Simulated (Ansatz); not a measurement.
# MoP, response to strain

The parent structure is MoP (space group P-6m2, No. 187).

```xyz
2
Lattice="3.2416 0.0000 0.0000 -1.6208 2.8073 0.0000 0.0000 0.0000 3.1941" Properties=species:S:1:pos:R:3 pbc="T T T"
Mo     0.0000     0.0000     0.0000
P      0.0000     1.8715     1.5971
```

Cartesian axes are those of the cell as printed.

Strains are applied to the cell and any free atomic positions relax; under biaxial strain the out-of-plane vector relaxes too.

All numbers come from Ansatz (a quantum-chemistry and plane-wave program) PBE, without spin-orbit coupling.

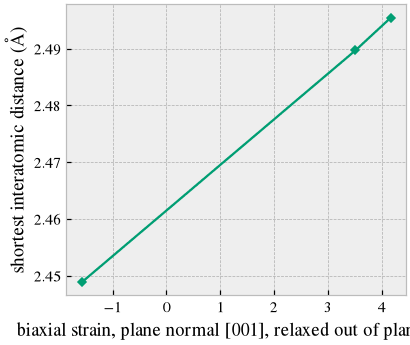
*Shortest interatomic distance against biaxial strain, plane normal [001], relaxed out of plane*

```json
[
 {"biaxial strain, plane normal [001], relaxed out of plane (%)": "-1.57", "shortest interatomic distance": "2.449 Å"},
 {"biaxial strain, plane normal [001], relaxed out of plane (%)": "3.51", "shortest interatomic distance": "2.490 Å"},
 {"biaxial strain, plane normal [001], relaxed out of plane (%)": "4.17", "shortest interatomic distance": "2.495 Å"}
]
```

Without a gap, meshes like the base's 16×16×15 leave anisotropic stresses uncertain by several tenths of a GPa, and small strain energies with them. Stability against distortions was not tested. The final runs are not spin-polarised. An odd electron count without spin: MoP.
